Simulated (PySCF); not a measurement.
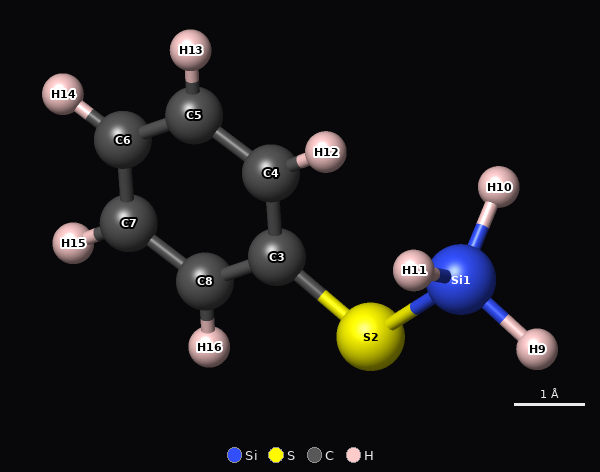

Figure 1. The input geometry of run 1 (ball-and-stick view, seen at a tilt; atoms are numbered from 1 in the order of the input).

**Two runs on C6H8SSi**

System: C6H8SSi.
Method of run 1: GIAO PBE/pcSseg-1 NMR shielding, non-relativistic, gas phase (PySCF 2.14.0).

The geometry comes from this level: PBE0-D3(BJ)/def2-SVP. Text and figures count atoms from 1; the logs count them from 0 in places.

Input, run 1:
```
{"job": {"kind": "nmr", "xc": "PBE", "basis": "pcSseg-1", "pop": false}, "charge": 0, "multiplicity": 1}
Si     3.236477     0.592234    -0.291178
S      2.131982    -1.219996    -0.600372
C      0.439234    -0.784035    -0.283960
C     -0.008498     0.506258     0.019137
C     -1.363346     0.741712     0.246879
C     -2.285674    -0.299092     0.175341
C     -1.840903    -1.585966    -0.127618
C     -0.490701    -1.830844    -0.355252
H      4.641915     0.170514    -0.548037
H      2.838770     1.669651    -1.245842
H      3.093285     1.107510     1.103028
H      0.689616     1.344506     0.078806
H     -1.696136     1.755564     0.482021
H     -3.346122    -0.109290     0.354250
H     -2.552595    -2.413012    -0.186968
H     -0.146928    -2.841145    -0.590114
```

The first line tells a small driver script what to run in PySCF; the rest is the geometry in Å.

Hardware: 1 CPU thread, shared host.

Output (run 1):
```
coarse grid: 14728 points
cycle   1  E = -920.3368121329  dE =  8.446e-01  |g| = 4.833e-01  |ddm| = 4.097e+00
cycle   2  E = -920.2507010637  dE =  8.611e-02  |g| = 7.339e-01  |ddm| = 1.450e+00
cycle   3  E = -920.4009638385  dE = -1.503e-01  |g| = 1.017e-01  |ddm| = 1.014e+00
cycle   4  E = -920.4033470248  dE = -2.383e-03  |g| = 6.352e-02  |ddm| = 2.097e-01
cycle   5  E = -920.4044544579  dE = -1.107e-03  |g| = 2.067e-02  |ddm| = 9.138e-02
cycle   6  E = -920.4045689468  dE = -1.145e-04  |g| = 5.610e-03  |ddm| = 3.006e-02
cycle   7  E = -920.4045761846  dE = -7.238e-06  |g| = 2.165e-03  |ddm| = 7.837e-03
final grid: 133896 points
cycle   8  E = -920.4718396070  dE = -1.775e-05  |g| = 1.281e-02  |ddm| = 6.845e-02
cycle   9  E = -920.4717259019  dE =  1.137e-04  |g| = 2.335e-02  |ddm| = 4.236e-02
cycle  10  E = -920.4718798501  dE = -1.539e-04  |g| = 3.723e-03  |ddm| = 3.126e-02
cycle  11  E = -920.4718840742  dE = -4.224e-06  |g| = 9.752e-04  |ddm| = 5.252e-03
cycle  12  E = -920.4718843447  dE = -2.705e-07  |g| = 2.089e-04  |ddm| = 1.474e-03
cycle  13  E = -920.4718843554  dE = -1.071e-08  |g| = 7.005e-05  |ddm| = 3.088e-04
cycle  14  E = -920.4718843564  dE = -9.284e-10  |g| = 3.885e-05  |ddm| = 1.103e-04
cycle  15  E = -920.4718843568  dE = -4.300e-10  |g| = 9.793e-06  |ddm| = 5.308e-05
converged SCF energy = -920.4718843568

GIAO shielding tensors (ppm)
atom      isotropic    diamagn.    paramagn.     s11        s22        s33       span
  0 Si     397.770     879.490    -481.720    347.230    394.813    451.267    104.037
  1 S      563.129    1057.821    -494.692    389.402    452.226    847.758    458.356
  2 C       38.765     261.849    -223.085    -49.895     20.583    145.605    195.500
  3 C       51.926     255.521    -203.595    -47.760     46.373    157.165    204.925
  4 C       47.912     252.554    -204.642    -59.138     37.135    165.739    224.877
  5 C       53.098     253.243    -200.144    -52.336     40.424    171.208    223.544
  6 C       48.507     253.005    -204.497    -57.865     37.073    166.314    224.180
  7 C       47.510     249.300    -201.790    -54.632     44.926    152.237    206.869
  8 H       26.529      26.878      -0.349     22.996     24.475     32.117      9.122
  9 H       26.236      28.802      -2.567     22.979     23.909     31.819      8.841
 10 H       26.294      28.845      -2.551     23.041     23.962     31.879      8.837
 11 H       24.247      35.360     -11.113     19.390     23.276     30.074     10.684
 12 H       23.962      31.171      -7.209     20.581     24.087     27.220      6.639
 13 H       24.126      29.726      -5.600     21.103     24.730     26.545      5.442
 14 H       23.975      29.034      -5.059     20.638     24.547     26.741      6.103
 15 H       23.860      31.124      -7.264     19.637     22.587     29.356      9.720
```

The input of run 2 differs as follows (lines with − go, lines with + come):
```diff
-"xc": "PBE"
+"xc": "PBE0"
-"pop": false
```

What does this change do to the results?

The total energies belong to different methods, so their difference says nothing on which is more stable or more accurate. The HOMO goes from −5.52 to −6.51 eV. The LUMO goes from −1.36 to −0.47 eV. The dipole moment goes from 1.15 to 1.28 D. Of all shieldings, the largest change is that of S2, by +31.7 ppm. The functional changes from PBE to PBE0. Exact exchange removes part of the self-interaction error of semilocal functionals, which pushes filled and empty levels apart. The SCF takes 13 iterations against 15.

Output (run 2):
```
coarse grid: 14728 points
cycle   1  E = -920.4665005799  dE =  1.084e+00  |g| = 3.355e-01  |ddm| = 3.998e+00
cycle   2  E = -920.4629629292  dE =  3.538e-03  |g| = 3.666e-01  |ddm| = 9.257e-01
cycle   3  E = -920.4983976369  dE = -3.543e-02  |g| = 5.910e-02  |ddm| = 4.489e-01
cycle   4  E = -920.4989409874  dE = -5.434e-04  |g| = 4.207e-02  |ddm| = 1.126e-01
cycle   5  E = -920.4994347037  dE = -4.937e-04  |g| = 6.783e-03  |ddm| = 5.131e-02
cycle   6  E = -920.4994466047  dE = -1.190e-05  |g| = 2.597e-03  |ddm| = 1.240e-02
cycle   7  E = -920.4994481236  dE = -1.519e-06  |g| = 6.082e-04  |ddm| = 2.960e-03
final grid: 133896 points
cycle   8  E = -920.5490062566  dE = -2.355e-05  |g| = 7.658e-03  |ddm| = 4.841e-02
cycle   9  E = -920.5489960689  dE =  1.019e-05  |g| = 9.740e-03  |ddm| = 2.066e-02
cycle  10  E = -920.5490216274  dE = -2.556e-05  |g| = 7.395e-04  |ddm| = 1.236e-02
cycle  11  E = -920.5490217525  dE = -1.251e-07  |g| = 3.553e-04  |ddm| = 1.263e-03
cycle  12  E = -920.5490217879  dE = -3.544e-08  |g| = 5.516e-05  |ddm| = 4.109e-04
cycle  13  E = -920.5490217887  dE = -8.110e-10  |g| = 1.984e-05  |ddm| = 9.333e-05
converged SCF energy = -920.5490217887

GIAO shielding tensors (ppm)
atom      isotropic    diamagn.    paramagn.     s11        s22        s33       span
  0 Si     411.121     878.496    -467.375    364.274    409.304    459.784     95.510
  1 S      594.850    1057.350    -462.500    419.505    485.710    879.334    459.829
  2 C       41.797     261.979    -220.183    -53.929     24.691    154.628    208.557
  3 C       53.822     256.201    -202.379    -49.755     47.734    163.488    213.243
  4 C       49.796     253.045    -203.249    -61.198     38.042    172.542    233.740
  5 C       54.641     254.163    -199.522    -54.383     41.085    177.221    231.603
  6 C       50.099     253.951    -203.853    -60.456     37.744    173.007    233.463
  7 C       49.099     250.355    -201.257    -57.038     45.499    158.834    215.872
  8 H       26.639      26.876      -0.238     22.932     24.505     32.479      9.547
  9 H       26.407      28.646      -2.238     23.049     24.162     32.010      8.961
 10 H       26.460      28.666      -2.206     23.122     24.196     32.063      8.940
 11 H       24.231      35.161     -10.930     19.115     23.454     30.124     11.009
 12 H       23.893      31.067      -7.175     20.271     24.238     27.168      6.898
 13 H       24.047      29.676      -5.629     20.755     24.911     26.475      5.720
 14 H       23.895      29.049      -5.154     20.339     24.658     26.688      6.349
 15 H       23.785      31.116      -7.331     19.262     22.706     29.388     10.126
```

The two runs side by side:

| quantity | run 1 | run 2 |
| --- | --- | --- |
| outcome | converged | converged |
| total energy (hartree) | −920.471884 | −920.549022 |
| HOMO (eV) | −5.52 | −6.51 |
| LUMO (eV) | −1.36 | −0.47 |
| dipole moment (D) | 1.15 | 1.28 |
| shielding of Si1 (ppm) | 397.8 | 411.1 |
| shielding of S2 (ppm) | 563.1 | 594.8 |
| shielding of C3 (ppm) | 38.8 | 41.8 |
| shielding of C4 (ppm) | 51.9 | 53.8 |
| shielding of C5 (ppm) | 47.9 | 49.8 |
| shielding of C7 (ppm) | 48.5 | 50.1 |
| shielding of C8 (ppm) | 47.5 | 49.1 |
| SCF iterations | 15 | 13 |
| basis functions | 190 | 190 |
| wall time (shared host) | 26 s | 18 s |
